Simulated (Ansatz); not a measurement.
CH7AlN2···H2

The calculation's input:

```
crystal:
  periodic: [false, false, false]
  atoms:
    - { symbol: Al, position_ang: [-0.399718, 0.287383, -0.013464] }
    - { symbol: H, position_ang: [1.773835, -0.842839, 1.384932] }
    - { symbol: "N", position_ang: [-0.014666, 2.02459, 0.072082] }
    - { symbol: "N", position_ang: [-1.651541, -0.366671, 1.071089] }
    - { symbol: H, position_ang: [1.713828, -0.967604, 0.696398] }
    - { symbol: C, position_ang: [0.487643, -0.860998, -1.340069] }
    - { symbol: H, position_ang: [0.651601, 2.489648, -0.536449] }
    - { symbol: H, position_ang: [-0.427208, 2.704503, 0.702766] }
    - { symbol: H, position_ang: [-2.201835, 0.162467, 1.739973] }
    - { symbol: H, position_ang: [-1.939842, -1.339736, 1.093149] }
    - { symbol: H, position_ang: [0.525861, -1.916357, -1.021383] }
    - { symbol: H, position_ang: [-0.03973, -0.842372, -2.31104] }
    - { symbol: H, position_ang: [1.521771, -0.532115, -1.538083] }
basis:
  gaussian: { orbitals: def2-SVP }
hamiltonian:
  xc: b3lyp
  dispersion: d4
relax:
  f_tol: 0.03
  max_steps: 50
output:
  orbitals: {}
```

Command:

```sh
ansatz run input.yaml --threads 2 --pin off --max-ram 3072MiB --backend cpu --events-out ev --progress --plain --runs-dir out
```

The fields are those of the relaxed geometry.

The calculation used RKS B3LYP-D4/def2-SVP (Ansatz 0.2.0).

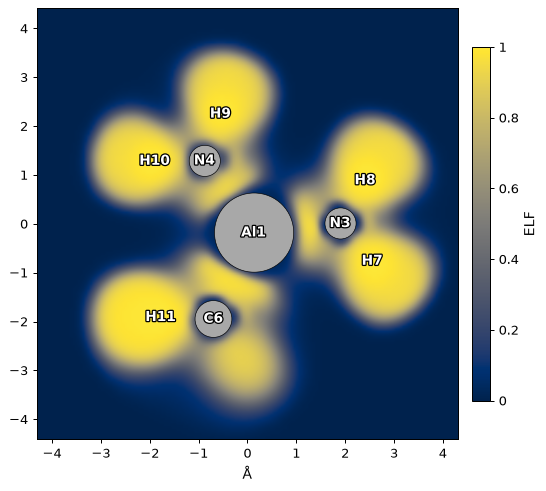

Figure 1. Electron localisation function on the plane of atoms H7, N3 and H8. Grey discs cover the atomic cores.

What do the fields say about this system?

- The section cuts through Al, N, C and H sites.
- Al–N (1.78 Å): the ELF peaks at about 0.95 in the valence shell of N, 0.6 Å from its nucleus, and is about 0.45 at the midpoint.
- C–Al (1.96 Å): the ELF peaks at about 0.95 between the atoms (a shared but strongly polarised pair).
- N–H (1.01 Å): the ELF climbs to about 1 towards the hydrogen, as it does in any bond to H; an ordinary covalent bond to hydrogen.
- C–H (1.10 Å): the ELF climbs to about 1 towards the hydrogen (an ordinary covalent bond to hydrogen).

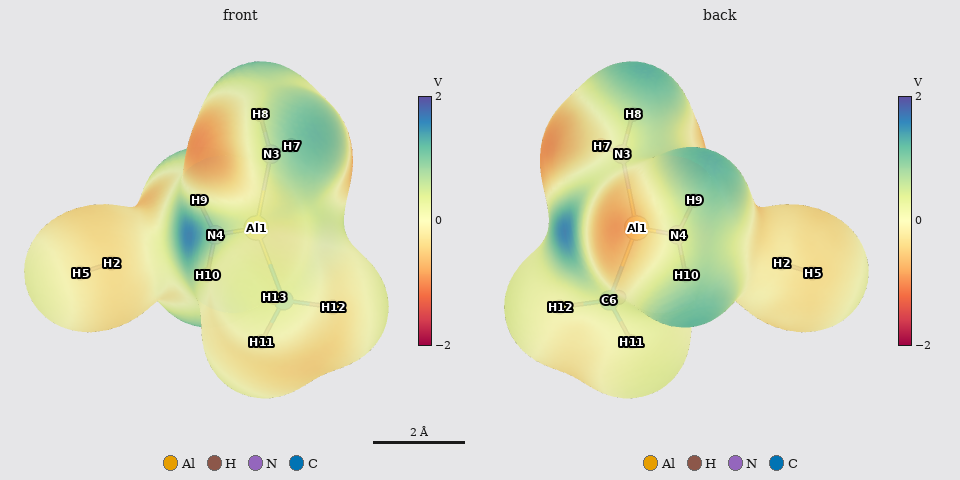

Figure 2. The electrostatic potential painted on the density surface at 0.002 e/bohr³, seen from the front and from behind; red is negative and blue positive.

Describe the electrostatic potential map.

The most negative region (about −1.0 V) lies over N3 and N4, the most positive (about +1.6 V) over Al1.

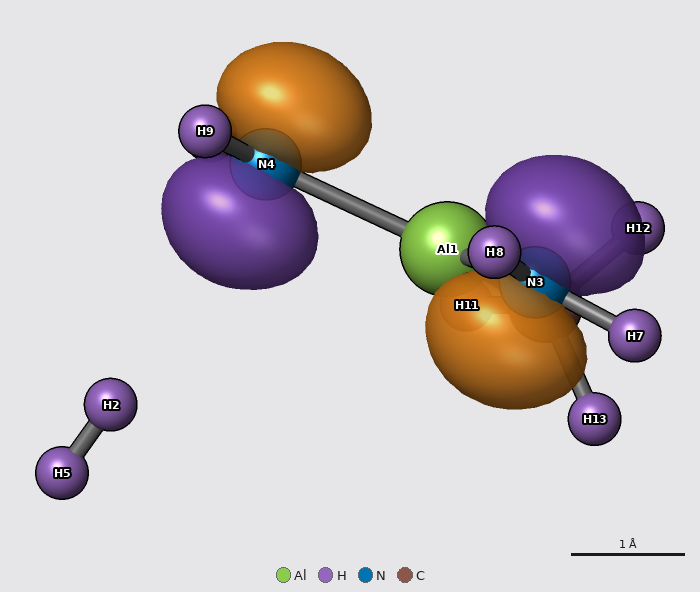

Figure 3. The HOMO at ±0.2 Å⁻³ᐟ² (orange and purple are the two phases), seen from one side.

Where does this orbital lie, and at what energy?

It lies mainly on N3 (about 45 %) and N4 (about 35 %); largely a combination of lone pairs on N3 and N4. Its energy is −6.27 eV.
